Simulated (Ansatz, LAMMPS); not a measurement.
# Static equation of state of glassy 40SiO2-28Al2O3-16Li2O-16SrO (mol %) (85 atoms)

Density of this cell: 3.01 g/cm³. The cell holds 85 atoms: 10 Si, 14 Al, 8 Li, 4 Sr and 49 O. Cell: a = 9.966 Å, b = 10.176 Å, c = 10.054 Å, α = 88.5°, β = 90.6°, γ = 90.4°. The starting structure: 85 atoms (10 Si, 14 Al, 8 Li, 4 Sr, 49 O) placed at random at 3.11 g/cm³, melted at 4000 K for 10 ps at fixed volume with the Morse and Coulomb pair potential with partial charges (Pedone, Malavasi, Menziani, Cormack and Segre, J. Phys. Chem. B 110, 11780 (2006)). Quenched from 4000 K to 300 K at 6 K/ps and fixed volume, held 5 ps, then minimised at fixed cell.

Calculated with Ansatz 0.2.0: Kohn-Sham DFT, PBE, PAW (set soft_2), plane waves; cutoff 420 eV, Γ point, fermi-dirac smearing of 0.05 eV. Cell and atoms were relaxed first, to V0 = 11.990 Å³ an atom at a residual P0 = 0.013 GPa. The cell was then scaled evenly, and the atoms were relaxed at each volume.

```
volume (Å³/atom)  pressure (GPa)
          10.791               ?
          11.270           4.750
          11.630           1.987
          12.350          -1.817
          12.709          -3.361
```

**Question.** Fit the third-order Birch–Murnaghan equation to the rows given and extrapolate to the withheld row.

**Working.**

Take the Eulerian strain f = ½[(V0/V)^(2/3) − 1] and the normalised pressure F = (P − P0) / [3f(1 + 2f)^(5/2)]. The third-order Birch–Murnaghan equation is then the line F = B0 + (3/2)B0(B′ − 4) f, so u = f and v = F.

```
      u = f  v = F (GPa)
  0.0210563      67.6325
  0.0102570      60.9622
-0.00975636      65.6839
 -0.0190506      65.0512
```

With n = 4: mean u = 6.2658e-4, mean v = 64.8325, Σ(u − ū)² = 0.0010051, Σ(u − ū)(v − v̄) = 0.0067871. Slope b = 0.0067871 / 0.0010051 = 6.7526; intercept a = v̄ − b ū = 64.828.

So B0 = a = 64.8 GPa and B′ = 4 + 2b/(3a) = 4.07. At the withheld volume f = 0.03638, F = a + b f = 65.07 GPa, and P = P0 + 3f(1 + 2f)^(5/2) F.

Prediction at 10.791: 8.479 GPa. The run gave 9.171 GPa, so the fit is low by 0.69 GPa (7.5 % of the value).

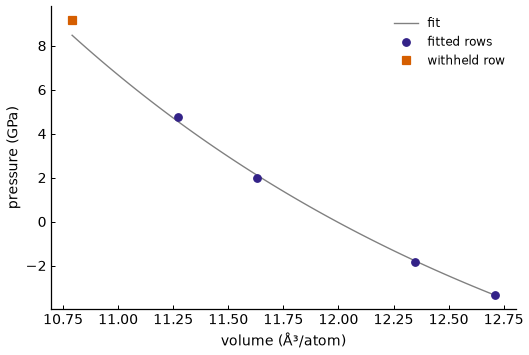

The fit, the rows that it rests on and the withheld row.

The series isn't one smooth equation of state: even a line fitted to all rows, the withheld one included, misses F by up to 8.5 %, the count of bonds changes along the series and an atom moves over 0.5 Å in some relaxation. B0 and B′ are then only the numbers of this fit, not moduli of the material. Among the rows given, the largest miss of the fit is at 11.270, by 0.19 GPa (1.5 % of the range of the table).

Limits: Static cells at zero temperature; the cell shape is held. The program notes that the SCF threshold of these relaxations is loose for the stress. The quench rate of 6 K/ps is many orders above laboratory rates, so the cell is likely richer in defects and strain than a real sample. The network of bonds at the start is that of the classical potential that made the cell, and needn't be the one that DFT or experiment would give. Only the Γ point is sampled, in a cell whose shortest periodic width is 10 Å.

[Logs are printed without paths, hosts, clocks, repeated set-up lines and the standing remarks that a program may print on its own settings, such as how far it seeks lower states.]

[Hosts, paths, dates, database ids (printed as entryN), source tags and the programs' standing remarks are cut or masked in the printed files.]
